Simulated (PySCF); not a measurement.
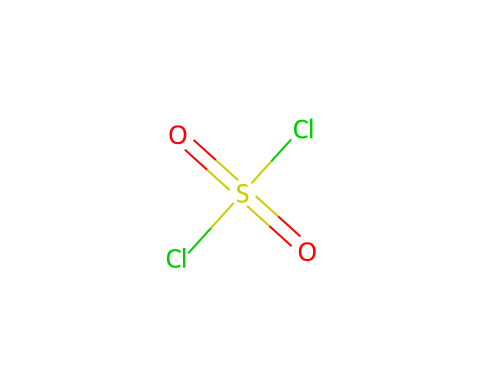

Structural formula above. The geometry was computed by an optimisation with PBE0-D3(BJ)/def2-SVP. No frequency run is at hand to confirm it as a minimum.

What does the molecule look like in three dimensions?

Formula SCl₂O₂. SMILES: `O=S(=O)(Cl)Cl`. The point group is C2v. Coordination: 1 S tetrahedral.

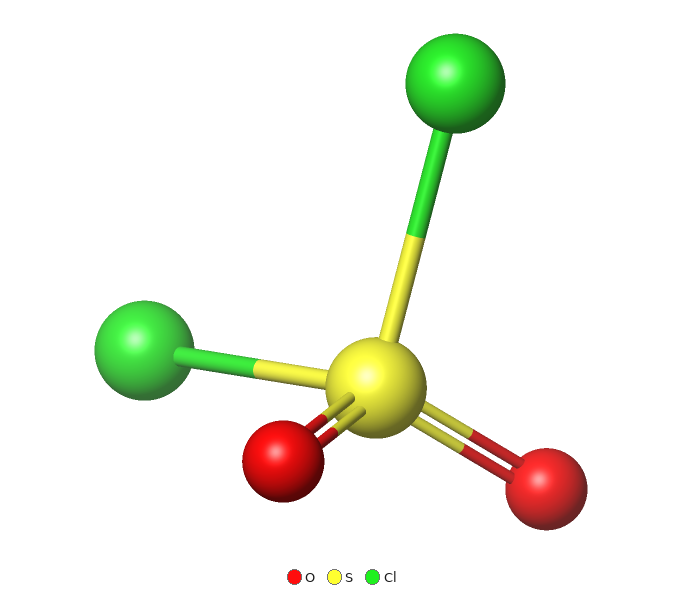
